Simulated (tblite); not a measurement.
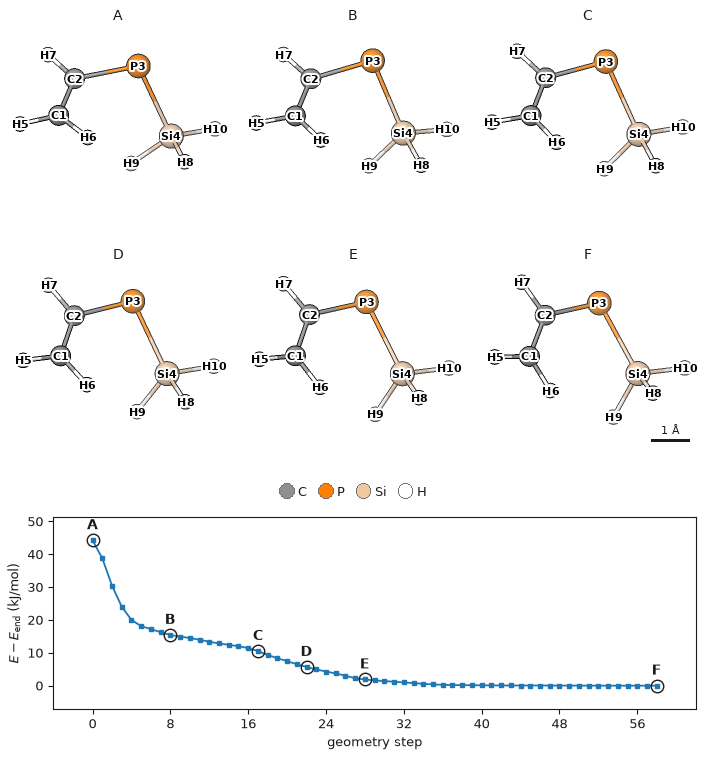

Frames of a relaxation of C$_{2}$H$_{6}$PSi (charge −1), marked on the history of the run. The picture is a ball-and-stick view, seen at a tilt.

Theory: GFN2-xTB geometry optimisation, gas phase in tblite. 

Q: Describe the path.

A: H6 moves most after the best rigid fit: 0.76 Å. By element the largest moves are H 0.76 Å, P 0.67 Å, C 0.15 Å, Si 0.11 Å. Near-neighbour distances that change, for instance: C1–H6 1.093 → 1.077 Å, Si4–H10 1.485 → 1.472 Å, P3–Si4 2.174 → 2.163 Å, C2–P3 1.775 → 1.767 Å. Among the angles between lasting bonds that change: P3–Si4–H8 105.4° → 118.0°, C1–C2–P3 122.9° → 131.3°, H8–Si4–H9 110.2° → 102.5°. Groups turn about C2–P3 by about 55°, P3–Si4 by about 30°. After 58 geometry steps the energy has fallen by 44.3 kJ/mol. Cost: 0.2 s on 1 thread of Arm Neoverse V2 (shared host). From step 0 to 8: P3 moves most (0.19 Å), energy −28.8 kJ/mol. From step 8 to 17: H7 moves most (0.19 Å), energy −4.91 kJ/mol. From step 17 to 22: H6 moves most (0.23 Å), energy −4.86 kJ/mol. From step 22 to 28: H6 moves most (0.23 Å), energy −3.79 kJ/mol. From step 28 to 58: H6 moves most (0.18 Å), energy −1.89 kJ/mol.

```json
{"step": "0", "E − E(0), kJ/mol": "0.00"}
{"step": "1", "E − E(0), kJ/mol": "-5.46"}
{"step": "2", "E − E(0), kJ/mol": "-13.76"}
{"step": "3", "E − E(0), kJ/mol": "-20.20"}
{"step": "4", "E − E(0), kJ/mol": "-24.24"}
{"step": "5", "E − E(0), kJ/mol": "-26.12"}
{"step": "6", "E − E(0), kJ/mol": "-27.06"}
{"step": "7", "E − E(0), kJ/mol": "-27.96"}
{"step": "8", "E − E(0), kJ/mol": "-28.81"}
{"step": "9", "E − E(0), kJ/mol": "-29.32"}
{"step": "10", "E − E(0), kJ/mol": "-29.73"}
{"step": "13", "E − E(0), kJ/mol": "-31.41"}
{"step": "15", "E − E(0), kJ/mol": "-32.23"}
{"step": "18", "E − E(0), kJ/mol": "-34.88"}
{"step": "20", "E − E(0), kJ/mol": "-36.79"}
{"step": "23", "E − E(0), kJ/mol": "-39.31"}
{"step": "25", "E − E(0), kJ/mol": "-40.53"}
{"step": "28", "E − E(0), kJ/mol": "-42.37"}
{"step": "30", "E − E(0), kJ/mol": "-42.86"}
{"step": "33", "E − E(0), kJ/mol": "-43.46"}
{"step": "35", "E − E(0), kJ/mol": "-43.85"}
{"step": "38", "E − E(0), kJ/mol": "-44.09"}
{"step": "40", "E − E(0), kJ/mol": "-44.14"}
{"step": "43", "E − E(0), kJ/mol": "-44.19"}
{"step": "45", "E − E(0), kJ/mol": "-44.20"}
{"step": "48", "E − E(0), kJ/mol": "-44.22"}
{"step": "50", "E − E(0), kJ/mol": "-44.23"}
{"step": "53", "E − E(0), kJ/mol": "-44.25"}
{"step": "55", "E − E(0), kJ/mol": "-44.26"}
{"step": "58", "E − E(0), kJ/mol": "-44.26"}
```
